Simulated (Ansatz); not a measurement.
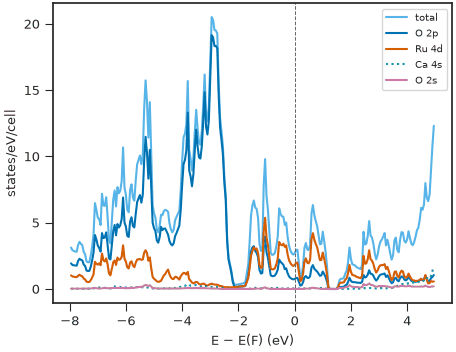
Figure: Total and projected density of states of Ca₂RuO₄ in space group Cmce (No. 64; Ca on 8d, Ru on 4a, O on 8d, O on 8f), r²SCAN in the plane-wave PAW code Ansatz

Problem. Which orbitals carry the states next to the Fermi level?

Solution. Within 0.5 eV of the Fermi level: Ru 4d 65 %, O 2p 30 %. Projections are on Löwdin-orthogonalised atomic valence shells; empty p or d shells of many metals are not among them.

Problem. Where is the tallest occupied peak in this window, and what makes it?

Solution. Near -2.9 eV, about 21 states/eV per cell; the largest projected share is O 2p.

The first step of the workflow began from a Materials Project structure, measured or hypothetical; the Crystallography Open Database copy checked does not list it. COD files the formula under space group No. 61, so this cell is another polymorph or a model. Whether it is the stable phase at ambient conditions was not checked. The r²SCAN relaxation kept the symmetry of its start; whether a distortion lowers the energy is not shown. Spin order of the final state: ferromagnetic, the only order run, not a proven ground state. Other orbital occupations within this spin state were not tried. No Hubbard U is applied. Scalar-relativistic: spin–orbit coupling is off unless named, which matters more the heavier the elements.

Potentials: the later of the program's two PAW sets.
